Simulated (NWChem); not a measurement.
# quartet C2HO: levels of theory compared

Aim: a comparison of 5 runs (UB3LYP/cc-pVTZ, UBHLYP/cc-pVTZ, UM06-2X/cc-pVTZ, UM06-L/cc-pVTZ, UPBE0/cc-pVTZ) of quartet C2HO. 

The calculation is run with NWChem 7.3.0.

## Step 1: The system as given

The species is C2HO (4 atoms), meant as a quartet with charge 0. SMILES of the parent species: `C#C[O]`. Geometry: relaxed at PBE0-D4/def2-TZVP. That shape belongs to the parent species and isn't relaxed for this state.

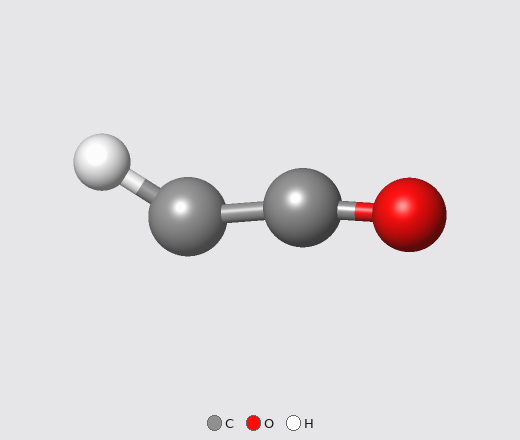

The structure, seen from a chosen angle (carbon grey, oxygen red, hydrogen white).

## Step 2: The energy at UB3LYP/cc-pVTZ (run 1)

File run.py:

```python
from ase import Atoms
from ase.calculators.nwchem import NWChem

molecule = Atoms(['C', 'C', 'O', 'H'], positions=[
    [-0.562500, 0.217400, -0.417800],
    [0.342300, -0.396600, 0.262400],
    [1.068800, -1.106500, 0.836800],
    [-0.793100, 1.225500, -0.701600],
])

calc = NWChem(
    label='nw',
    theory='dft',
    memory='2200 mb',
    basis='cc-pVTZ',
    basispar='spherical bse',
    dft={'xc': 'b3lyp', 'mult': '4', 'grid': 'fine', 'convergence': 'energy 1e-08', 'iterations': '100', 'mulliken': None},
    task='energy',
)
molecule.calc = calc

e = molecule.get_potential_energy()
print(f"E = {e:.6f} eV")
```

The run is started by

```console
$ export ASE_NWCHEM_COMMAND="nwchem PREFIX.nwi > PREFIX.nwo"
$ python run.py
```

Output:

```text
E = -4131.112183 eV
```

The calculator wrote nw.nwi:

```
title "nw"

permanent_dir nw

scratch_dir nw

start nw

geometry units angstrom nocenter noautosym noautoz
  C  -5.6250000000000000e-01 2.1740000000000001e-01 -4.1780000000000000e-01
  C  3.4229999999999999e-01 -3.9660000000000001e-01 2.6240000000000002e-01
  O  1.0688000000000000e+00 -1.1065000000000000e+00 8.3679999999999999e-01
  H  -7.9310000000000003e-01 1.2255000000000000e+00 -7.0160000000000000e-01
end

memory 2200 mb

basis spherical bse noprint
   * library cc-pVTZ
end

dft
  xc b3lyp
  mult 4
  grid fine
  convergence energy 1e-08
  iterations 100
  mulliken
end

task dft energy
```

nw.nwo:

```text
Northwest Computational Chemistry Package (NWChem) 7.3.0
             --------------------------------------------------------

           Job information
           ---------------

    nwchem branch   = 7.3.0
    use scalapack   = T
    input           = nw.nwi
    prefix          = nw.
    data base       = nw/nw.db
    status          = startup
    nproc           =        1

           Memory information
           ------------------

    heap     =     72089598 doubles =      550.0 Mbytes
    stack    =     72089595 doubles =      550.0 Mbytes
    global   =    144179200 doubles =     1100.0 Mbytes (distinct from heap & stack)
    total    =    288358393 doubles =     2200.0 Mbytes
    verify   = yes
    hardfail = no

[... 91 lines left out ...]
  convergence criterion.
[... 17 lines left out ...]
          Convergence on gradient requested:  5.00D-04
[... 26 lines left out ...]
          Convergence aids based upon iterative change in
[... 28 lines left out ...]
 1-e energy   =    -308.112457
[... 51 lines left out ...]
         Total DFT energy =     -151.815573785832
[... 2 lines left out ...]
    Exchange-Corr. energy =      -19.771999417289
[... 738 lines left out ...]
                     DFT Final Beta Molecular Orbital Analysis
[... 828 lines left out ...]
 center of mass
 --------------
 x =   0.62926691 y =  -0.85786355 z =   0.49833132

 moments of inertia (a.u.)
 ------------------
          95.945379651198          59.971922135630         -54.150296182585
          59.971922135630         111.872960771106          46.805128096806
         -54.150296182585          46.805128096806         123.785135511650

     Multipole analysis of the density
     ---------------------------------

     L   x y z        total         alpha         beta         nuclear
     -   - - -        -----         -----         ----         -------
     0   0 0 0     -0.000000    -12.000000     -9.000000     21.000000

     1   1 0 0     -0.373156     -5.927024     -6.608598     12.162465
[... 8 lines of this table left out ...]
     2   0 0 2    -12.811104    -23.043002    -16.745993     26.977891

 Task  times  cpu:       14.3s     wall:       14.3s
 Total times  cpu:       14.3s     wall:       14.3s
```

Wall time 15 s (1 thread of AMD EPYC 9R45 (Zen 5), shared host); peak memory 0.12 GiB.

## Step 3: The energy at UBHLYP/cc-pVTZ (run 2)

File c2ho.nw:

```
start c2ho
memory total 2200 mb
geometry units angstroms noautosym nocenter noautoz
  C       -0.562500       0.217400      -0.417800
  C        0.342300      -0.396600       0.262400
  O        1.068800      -1.106500       0.836800
  H       -0.793100       1.225500      -0.701600
end
basis spherical bse
  C library cc-pVTZ
  O library cc-pVTZ
  H library cc-pVTZ
end
dft
  xc bhlyp
  mult 4
  grid fine
  convergence energy 1e-08
  iterations 100
  mulliken
end
task dft energy
```

The run is started by

```console
$ nwchem c2ho.nw > c2ho.out
```

Output:

```text
[...]
          Wavefunction type:  spin polarized.
          No. of atoms     :     4
          No. of electrons :    21
[...]
          Charge           :     0
          Spin multiplicity:     4
[...]
          AO basis - number of functions:   104
[...]
              XC Information
              --------------
                        BHLYP Method XC Functional
                     Hartree-Fock (Exact) Exchange  0.500
                        Slater Exchange Functional  0.500 local
                    Becke 1988 Exchange Functional  0.500 non-local
              Lee-Yang-Parr Correlation Functional  1.000
[...]
 d= 0,ls=0.0,diis     1   -151.6389014029 -2.04D+02  1.51D-02  1.65D-01     1.3
[...]
 d= 0,ls=0.0,diis    14   -151.7317543504 -2.35D-09  5.21D-07  3.01D-11    15.3
[...]
         Total DFT energy =     -151.731754350430
      One electron energy =     -309.424768110713
           Coulomb energy =      124.795687262155
    Exchange-Corr. energy =      -19.706986920686
 Nuclear repulsion energy =       52.604313418813
[...]
      Total Density - Mulliken Population Analysis
     ---------------------------------------------
    Atom       Charge   Shell Charges
 -----------   ------   -------------------------------------------------------
    1 C    6     6.05   1.96  0.19  0.83  0.41  0.81  1.32  0.47  0.02  0.04  0.00
    2 C    6     5.96   1.96  0.19  0.76  0.22  0.90  1.34  0.45  0.04  0.09  0.02
    3 O    8     8.13   1.95  0.25  1.02  0.53  1.27  2.04  1.03  0.01  0.03  0.00
    4 H    1     0.87   0.27  0.47  0.10  0.01  0.01  0.00
[...]
      <S2> =      3.7736 (Exact =     3.7500)
[...]
```

Run time: 16 s. Hardware: 1 thread of AMD EPYC 9R45 (Zen 5), shared host; peak memory 0.12 GiB.

Runs 3 to 4 aren't shown in full; the table further down has their settings and results.

## Step 4: The energy at UPBE0/cc-pVTZ (run 5)

File run.py:

```python
from ase import Atoms
from ase.calculators.nwchem import NWChem

molecule = Atoms(['C', 'C', 'O', 'H'], positions=[
    [-0.562500, 0.217400, -0.417800],
    [0.342300, -0.396600, 0.262400],
    [1.068800, -1.106500, 0.836800],
    [-0.793100, 1.225500, -0.701600],
])

calc = NWChem(
    label='geom',
    theory='dft',
    memory='2200 mb',
    basis='cc-pVTZ',
    basispar='spherical bse',
    dft={'xc': 'pbe0', 'mult': '4', 'grid': 'fine', 'convergence': 'energy 1e-08', 'iterations': '100', 'mulliken': None},
    task='energy',
)
molecule.calc = calc

print(f"energy = {molecule.get_potential_energy():.6f} eV")
```

The run is started by

```console
$ export ASE_NWCHEM_COMMAND="nwchem PREFIX.nwi > PREFIX.nwo"
$ python run.py
```

Output:

```text
energy = -4126.339413 eV
```

The calculator wrote geom.nwi:

```
title "geom"

permanent_dir geom

scratch_dir geom

start geom

geometry units angstrom nocenter noautosym noautoz
  C  -5.6250000000000000e-01 2.1740000000000001e-01 -4.1780000000000000e-01
  C  3.4229999999999999e-01 -3.9660000000000001e-01 2.6240000000000002e-01
  O  1.0688000000000000e+00 -1.1065000000000000e+00 8.3679999999999999e-01
  H  -7.9310000000000003e-01 1.2255000000000000e+00 -7.0160000000000000e-01
end

memory 2200 mb

basis spherical bse noprint
   * library cc-pVTZ
end

dft
  xc pbe0
  mult 4
  grid fine
  convergence energy 1e-08
  iterations 100
  mulliken
end

task dft energy
```

geom.nwo:

```text
Northwest Computational Chemistry Package (NWChem) 7.3.0
             --------------------------------------------------------

           Job information
           ---------------

    nwchem branch   = 7.3.0
    use scalapack   = T
    input           = geom.nwi
    prefix          = geom.
    data base       = geom/geom.db
    status          = startup
    nproc           =        1

           Memory information
           ------------------

    heap     =     72089598 doubles =      550.0 Mbytes
    stack    =     72089595 doubles =      550.0 Mbytes
    global   =    144179200 doubles =     1100.0 Mbytes (distinct from heap & stack)
    total    =    288358393 doubles =     2200.0 Mbytes
    verify   = yes
    hardfail = no

[... 91 lines left out ...]
  convergence criterion.
[... 17 lines left out ...]
          Convergence on gradient requested:  5.00D-04
[... 25 lines left out ...]
          Convergence aids based upon iterative change in
[... 28 lines left out ...]
 1-e energy   =    -308.112457
[... 51 lines left out ...]
         Total DFT energy =     -151.640177747299
[... 2 lines left out ...]
    Exchange-Corr. energy =      -19.595715311275
[... 737 lines left out ...]
                     DFT Final Beta Molecular Orbital Analysis
[... 828 lines left out ...]
 center of mass
 --------------
 x =   0.62926691 y =  -0.85786355 z =   0.49833132

 moments of inertia (a.u.)
 ------------------
          95.945379651198          59.971922135630         -54.150296182585
          59.971922135630         111.872960771106          46.805128096806
         -54.150296182585          46.805128096806         123.785135511650

     Multipole analysis of the density
     ---------------------------------

     L   x y z        total         alpha         beta         nuclear
     -   - - -        -----         -----         ----         -------
     0   0 0 0     -0.000000    -12.000000     -9.000000     21.000000

     1   1 0 0     -0.392987     -5.908855     -6.646597     12.162465
[... 8 lines of this table left out ...]
     2   0 0 2    -12.737512    -22.996485    -16.718918     26.977891

 Task  times  cpu:       14.3s     wall:       14.3s
 Total times  cpu:       14.3s     wall:       14.3s
```

Run time: 15 s. Hardware: 1 thread of AMD EPYC 9R45 (Zen 5), shared host; peak memory 0.12 GiB.

## Step 5: Overview of the runs

| run | level | energy (Eh) | dipole moment (D) | HOMO energy (eV) | ⟨S²⟩ | wall time |
| --- | --- | --- | --- | --- | --- | --- |
| 1 | UB3LYP/cc-pVTZ | -151.815574 | 1.56 | -2.55 | 3.761 | 15 s |
| 2 | UBHLYP/cc-pVTZ | -151.731754 | 1.93 | -4.01 | 3.774 | 16 s |
| 3 | UM06-2X/cc-pVTZ | -151.749627 | 1.99 | -3.87 | 3.767 | 17 s |
| 4 | UM06-L/cc-pVTZ | -151.793233 | 1.53 | -1.37 | 3.763 | 20 s |
| 5 | UPBE0/cc-pVTZ | -151.640178 | 1.64 | -2.77 | 3.763 | 15 s |

## Step 6: Results

| quantity | value |
| --- | --- |
| run 5: total energy | -151.64018 Eh |
| run 5: dipole moment | 1.64 D |
| run 5: HOMO energy (highest over α and β) | -2.77 eV |
| run 5: ⟨S²⟩ | 3.763 |

The dipole moment (its size) runs from 1.53 D (UM06-L/cc-pVTZ) to 1.99 D (UM06-2X/cc-pVTZ). Totals of different functionals can't be ranked against each other. All runs together took 83 s, the longest 20 s.
